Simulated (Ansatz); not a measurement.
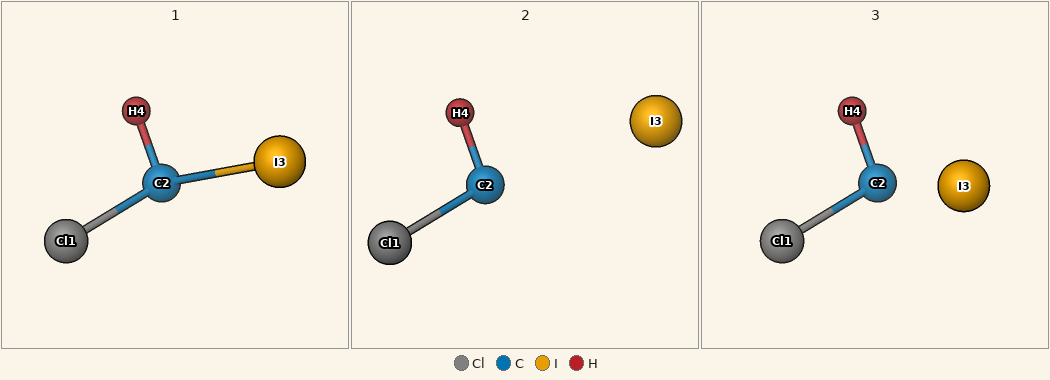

CHClI, SMILES Cl[CH-]I, charge −1. 
- First axis: bond length C2–I3. Second axis: angle I3–C2–Cl1.
- Nothing is relaxed (all other coordinates rigid).
- Grid: 15 × 15 points.
- Points are written as (first, second).
- Energies: kJ/mol, counted from the relaxed molecule at the same level.
- The calculation used RKS PBE0-D4/def2-TZVPD (Ansatz).

The numbered pictures are structures from this grid.

> Which is the most stable, and how do the others follow?

1, at (2.314 Å, 106.4°): 0.21 kJ/mol; 3, at (2.435 Å, 87.1°): 42 kJ/mol; 2, at (2.677 Å, 138.6°): 68 kJ/mol.

The map, with the structures marked:

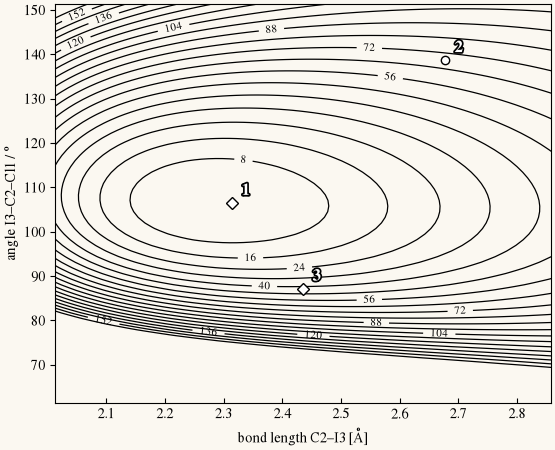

In the figure: contour lines labelled in kJ/mol (none above 160). Between grid points the surface is interpolated.
